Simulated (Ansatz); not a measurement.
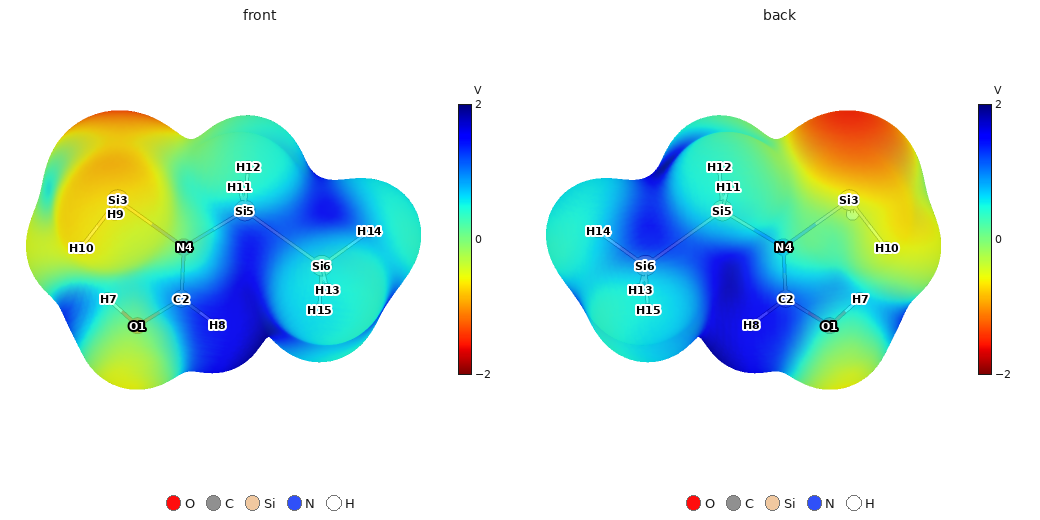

The picture shows: CH$_{9}$NOSi$_{3}$. The molecular electrostatic potential painted on the density surface at 0.002 e/bohr³, seen from the front and from behind; red is negative and blue positive.

Method: RKS B3LYP/cc-pVDZ in Ansatz.

The calculation's input:

```
crystal:
  periodic: [false, false, false]
  atoms:
    - { symbol: O, position_ang: [-2.0248, -1.5078, 1.0262] }
    - { symbol: C, position_ang: [-1.1912, -1.0878, -0.0597] }
    - { symbol: Si, position_ang: [0.8283, -2.0602, 0.3867] }
    - { symbol: "N", position_ang: [0.1479, -0.6322, 0.3727] }
    - { symbol: Si, position_ang: [1.0015, 0.5661, -0.3791] }
    - { symbol: Si, position_ang: [-0.0331, 2.6701, -0.3539] }
    - { symbol: H, position_ang: [-1.7461, -1.0325, 1.8379] }
    - { symbol: H, position_ang: [-1.2737, -1.5522, -1.031] }
    - { symbol: H, position_ang: [1.0676, -2.7087, -0.868] }
    - { symbol: H, position_ang: [0.4414, -2.9744, 1.5118] }
    - { symbol: H, position_ang: [2.2848, 0.6706, 0.3861] }
    - { symbol: H, position_ang: [1.3154, 0.1766, -1.7445] }
    - { symbol: H, position_ang: [-1.31515, 2.64815, -1.0817] }
    - { symbol: H, position_ang: [0.85615, 3.72628, -0.96874] }
    - { symbol: H, position_ang: [-0.33311, 3.07018, 1.0475] }
basis:
  gaussian: { orbitals: cc-pVDZ }
hamiltonian:
  xc: b3lyp
relax:
  f_tol: 0.015
  max_steps: 40
output:
  orbitals: {}
```

Launched as:

```sh
ansatz run input.yaml --threads 2 --pin off --max-ram 3072MiB --backend cpu --events-out ev --progress --plain --runs-dir out
```

The fields are those of the relaxed geometry.

Describe the electrostatic potential map.

Answer. The most negative region (about −1.5 V, or −35 kcal/mol for a unit charge) lies over H10, the most positive (about +1.8 V, or +42 kcal/mol for a unit charge) over Si5, Si6 and H8.
